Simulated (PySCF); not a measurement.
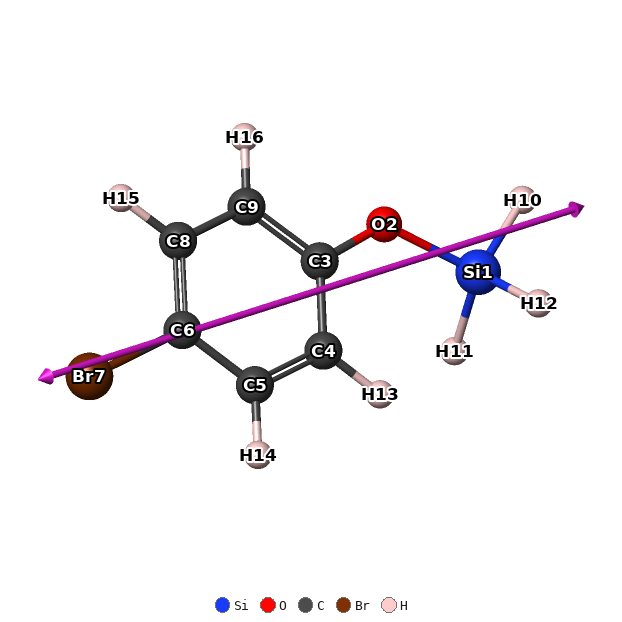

The double arrow shows the direction of the transition dipole to excited singlet state 3 (its length means nothing). Computed geometry: PBE0-D3(BJ)/def2-SVP optimisation. No frequency run is at hand to confirm it as a minimum. Method: TDDFT B3LYP/def2-SVPD, vertical, IEF-PCM chloroform (non-equilibrium linear response), core orbitals frozen in the response (PySCF 2.14.0).

> How is the transition polarised?

Nearly parallel to the C8–C9 bond.

> Where does the transition lie, and how strong is it?

5.39 eV (230 nm), oscillator strength 0.39, mainly HOMO → LUMO+1 (weight 0.91); transition dipole 4.37 D.
